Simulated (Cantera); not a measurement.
A closed system holds: 1 mol SiF4, a varied amount of H2, at 1125 K and 0.00230 bar.

Equilibrium computed with Cantera from the NASA thermochemical tables; the gas is ideal and each condensed phase is pure. Candidate condensed phases: Si; 25 gas species. The tables' values for SiF3 are old estimates; treat these amounts as uncertain. Rates play no part.

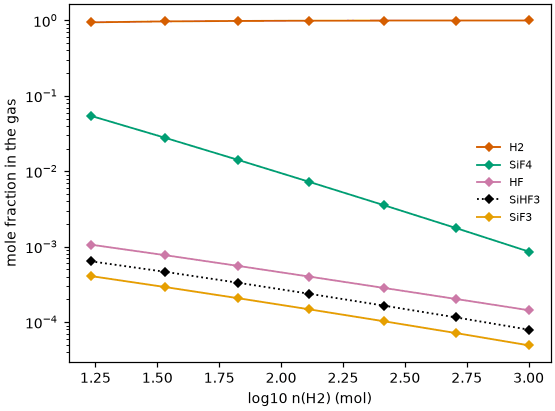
Fig. 1. Equilibrium gas composition (values under 1e-9 drawn at 1e-9)

From 17 mol H2 to 1000 mol H2 nothing is condensed. The main Si-bearing gas is SiF4 throughout.
